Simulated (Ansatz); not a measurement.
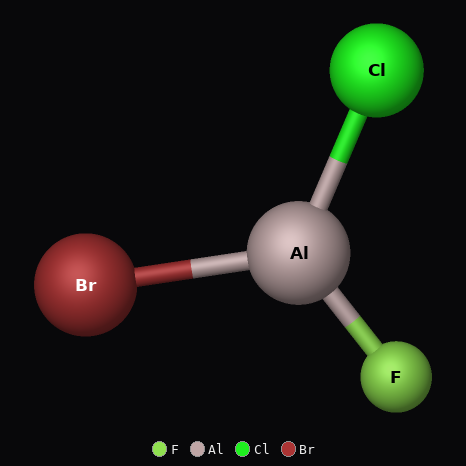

A ball-and-stick model of a molecule. Every bond is drawn as one stick, whatever its order.

Describe the molecule.

The molecule is AlBrClF. SMILES: `[F][Al]([Cl])[Br]`. This geometry has Cs symmetry. All atoms lie on one plane. Coordination: 1 Al trigonal planar.

The parts below concern this one geometry. Atoms keep their numbers from picture to picture. Computed geometry: PBE0-D4/def2-TZVP optimisation.

### Dipole moment

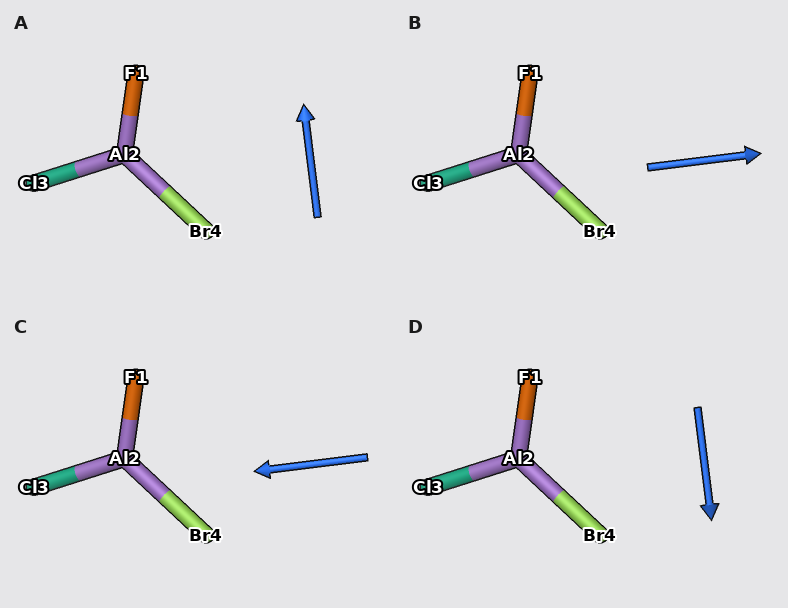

The same molecule four times, each with an arrow. Method: RKS PBE0-D4/def2-TZVP (Ansatz 0.2.0).

> Which arrow points along the dipole moment, from the negative to the positive end?

D. The dipole moment is 0.58 D; it points from the side of F1 to the side of Br4 (the outermost atoms at the two ends).

### Thermal motion

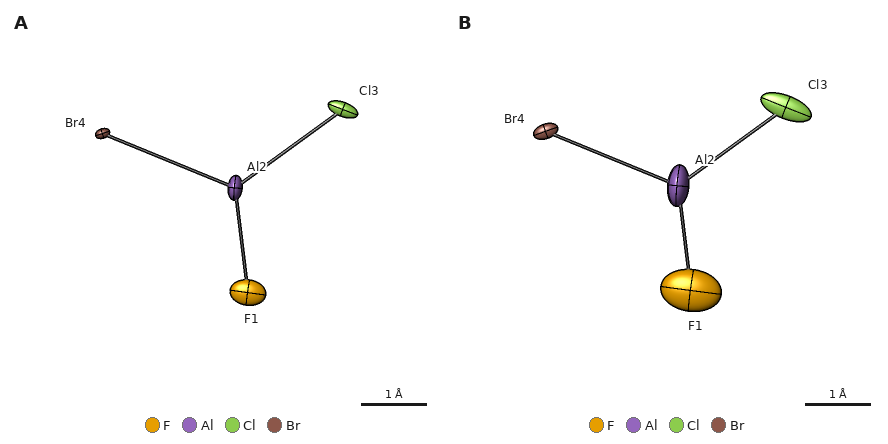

Displacement ellipsoids at the 50 % level, scaled by 2, from the internal vibrations of the free molecule (harmonic, no overall translation or rotation; no half-axis is drawn under 0.075 Å). Vibrations computed with RKS PBE0-D4/def2-TZVP (Ansatz 0.2.0). One panel is for 298 K, the other for 900 K.

> Which panel is for 900 K?

B.

> How much does the mean-square displacement of Cl3 grow, and why?

U_eq goes from 0.0025 to 0.0073 Å², a factor of 2.9. Modes below kT (626 cm⁻¹ at 900 K) grow about in proportion to T, and the lowest lies at 126 cm⁻¹; the mean-square amplitude of a mode is its zero-point value times coth(ħω/2kT), which comes close to 1 only above about 3kT.

### Charges

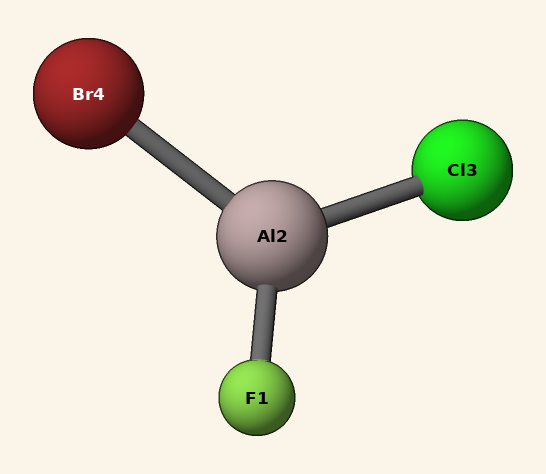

The questions are on Mulliken charges. Level of theory: RKS B3LYP-D4/def2-TZVPP (Ansatz 0.2.0).

List the Mulliken charges.

| atom | value (e) |
| --- | --- |
| F1 | −0.32 |
| Al2 | 0.70 |
| Cl3 | −0.20 |
| Br4 | −0.18 |

Mulliken values depend strongly on the basis set and can even reverse the polarity of a bond.
